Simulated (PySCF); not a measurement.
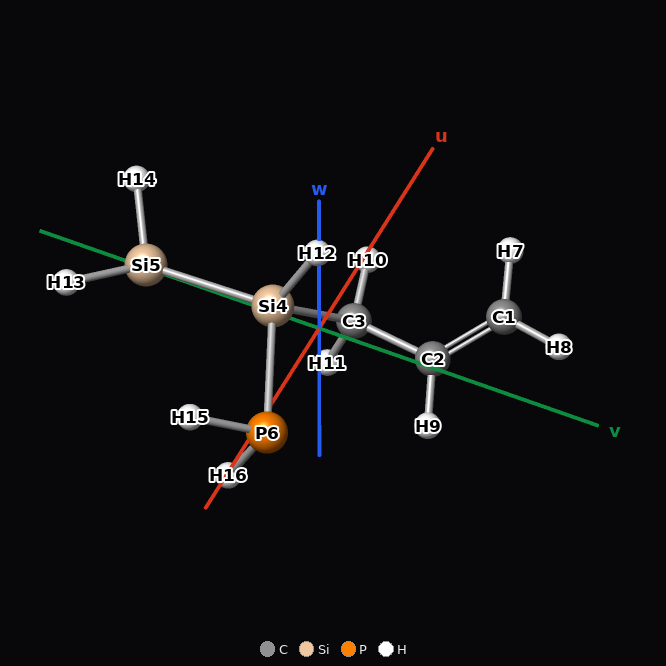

The lines u, v and w are the principal axes of the g tensor. State: neutral, doublet. The geometry was computed by an optimisation with GFN2-xTB. No frequency run is at hand to confirm it as a minimum. Method: UKS B3LYP, pcH-1 on C H P Si, non-relativistic, mean-field spin-orbit, GIAO (PySCF 2.14.0).

### Along which axis does g lie farthest from the free-electron value?

Along u: the shift is 3472 ppm.

Give the principal values and shifts.

```json
{"axis": "u", "g": "2.00579", "shift (ppm)": "3472"}
{"axis": "v", "g": "2.00469", "shift (ppm)": "2374"}
{"axis": "w", "g": "2.00214", "shift (ppm)": "−182"}
```

The geometry is semi-empirical. Around P, Si such bond lengths and angles can be off by a tenth of an ångström or more and by several degrees, and values that hang on the shape move with them.
